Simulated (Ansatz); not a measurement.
Starting cell, ZnO (wurtzite):

```xyz
4
Lattice="3.2352 0.0000 0.0000 -1.6176 2.8018 0.0000 0.0000 0.0000 5.2114" Properties=species:S:1:pos:R:3 pbc="T T T"
Zn     1.6176     0.9339     0.0126
Zn     0.0000     1.8678     2.6183
O      1.6176     0.9339     3.2456
O      0.0000     1.8678     0.6399
```

Scan: atom 4 (O, nearest neighbour Zn at 1.970 Å; its periodic images, 3.2 Å or more away, move with it) is displaced along Cartesian [111], direction (0.577, 0.577, 0.577) in Cartesian axes, by s. The other atoms stay.

Method: r2SCAN (plane waves to 500 eV, PAW, scalar-relativistic; Ansatz, a program for electronic structure). k mesh 9×9×5 (Γ-centred), Fermi-Dirac smearing 0.05 eV. Energies are smeared free energies. F∥ is the force on the atom along that direction. ZnO was relaxed with its symmetry unable to fall. ΔE is measured from the undisplaced structure.

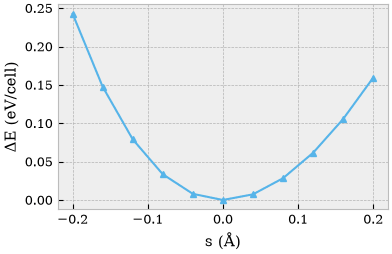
ΔE (eV/cell) against s (Å); markers are the computed points, lines only join them.

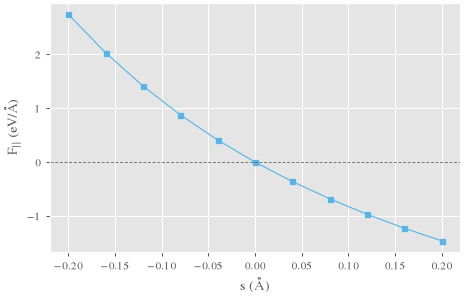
F∥ (eV/Å) against s (Å); markers are the computed points, lines only join them.

The force constant k = d²E/ds² at s = 0 (finite differences) is 9.60 eV/Å², the force along the line at s = -0.200 Å is 2.74 eV/Å and the energy at s = 0.200 Å is 159.4 meV/cell. Shape of the curve: a single well with its minimum at or next to zero displacement. Harmonic estimate at the end of the scan: ½ks² = 192.0 meV/cell against the computed 159.4 meV/cell, so the well is softer than harmonic there.

The forces along the line at the two nearest points give (0.409 − (-0.361)) / (2·0.040) = 9.62 eV/Å²; the next pair corrects for the finite step.

(For displaced atoms, the force is minus the slope of the energy, and its curvature is a force constant, which sets phonon frequencies.)
